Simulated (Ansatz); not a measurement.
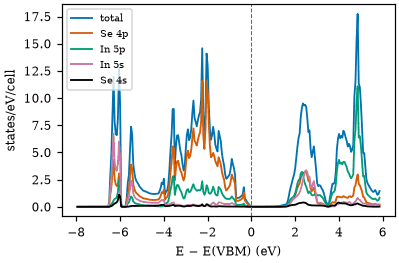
Total and projected density of states of InSe in space group P6_3/mmc (No. 194; In on 4f, Se on 4f), r²SCAN+D4 in the plane-wave PAW code Ansatz

Which orbitals carry the states next to the gap?

Top 1 eV of the valence band: Se 4p 69 %, In 5p 20 %, In 5s 8 %. Bottom 1 eV of the conduction band: In 5p 35 %, Se 4p 28 %, In 5s 23 %, Se 4s 9 %. Projections are on Löwdin-orthogonalised atomic valence shells; empty p or d shells of many metals are not among them.

Where is the tallest occupied peak in this window, and what makes it?

Near -2.2 eV, about 15 states/eV per cell; the largest projected share is Se 4p.

The r²SCAN+D4 relaxation kept the symmetry of its start. Spin–orbit coupling is left out wherever it is not named.

Potentials: the later of the program's two PAW sets.
